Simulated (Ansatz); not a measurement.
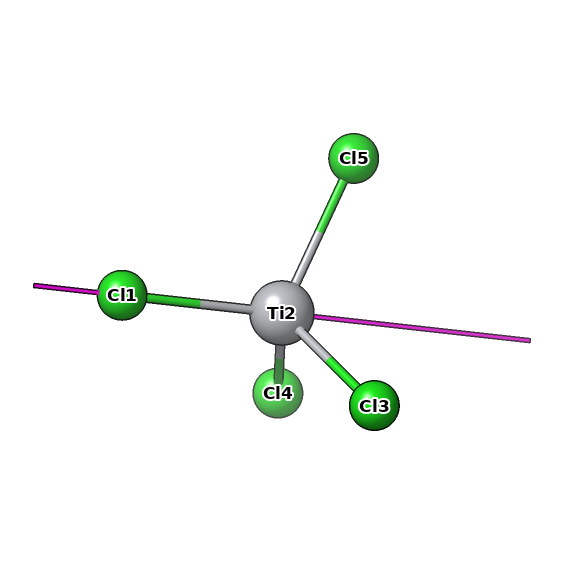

A line through the centre of mass is drawn in. Distant atoms are faded towards the background colour. The species is neutral and a spin singlet. The geometry was computed by an optimisation with PBE-D4/def2-SVP. No frequency run is at hand to confirm it as a minimum.

Question: Is the line a proper rotation axis of the structure, and of what order?

Answer: Yes, a C3 axis. A turn by 120° leaves Cl1, Ti2 in place and moves Cl3 → Cl5 → Cl4 → Cl3. The point group is Td.
